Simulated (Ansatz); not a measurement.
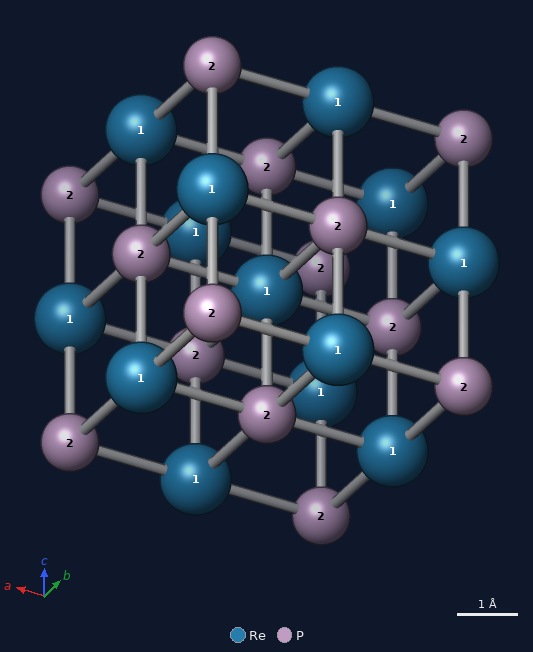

Reference structure: a crystal of ReP (built on the rocksalt type). A ball-and-stick model of the conventional cell (4 times the calculation's cell), seen from a free direction. Lengths and directions refer to the drawn axes.

Theory: DFT PBEsol, scalar-relativistic, plane waves, PAW in Ansatz. (plane-wave cutoff 420 eV; k-point mesh 12 × 12 × 12; occupations gaussian; smearing width 0.05 eV; no spin polarisation)

Change: All lengths are scaled by +0.7 % (volume +2.0 %), the atoms keeping their fractional coordinates. No relaxation follows.

What does the calculation give for the changed structure?

Answer. Among the bonded contacts that change: P–Re 2.434 → 2.450 Å. The space group stays Fm-3m (No. 225). Energy change: +4.1 meV per atom. The pressure goes from 0.0 to −4.5 GPa. All forces vanish by symmetry.
